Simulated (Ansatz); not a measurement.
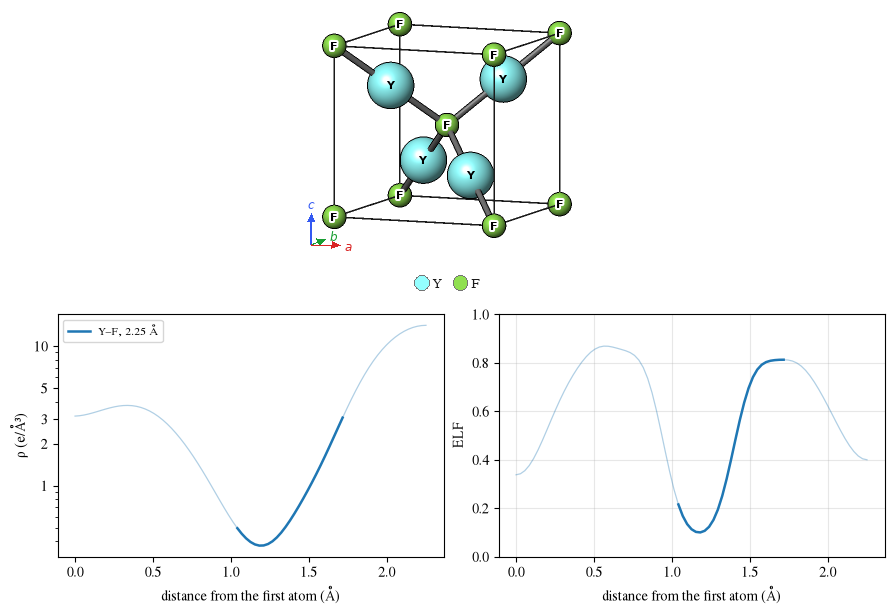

Y$_{2}$F. Valence electron density and ELF along straight lines between neighbouring atoms. Thin, pale parts lie inside the atomic spheres. The structure is drawn too.

Space group Pn-3m; a generated structure, not necessarily the stable one; changed on purpose from its base cell (volume × 0.94); computed pressure about 4 GPa in this cell.

Level of theory: DFT PBE, scalar-relativistic, plane waves, PAW (Ansatz).

In a PAW calculation such maps are meaningful between the atoms, not at the nuclei.

```
Y F
1.0
     5.20017    0.00000    0.00000
     0.00000    5.20017    0.00000
     0.00000    0.00000    5.20017
Y F
4 2
Cartesian
  3.9001 1.3000 1.3000
  3.9001 3.9001 3.9001
  1.3000 3.9001 1.3000
  1.3000 1.3000 3.9001
  0.0000 0.0000 0.0000
  2.6001 2.6001 2.6001
```

Question: What can be read from the curves?

Answer: Y–F (2.25 Å): the density is about 0.39 e/Å³ at the midpoint; the ELF is about 0.10 at the midpoint; no localised pair shows between them.
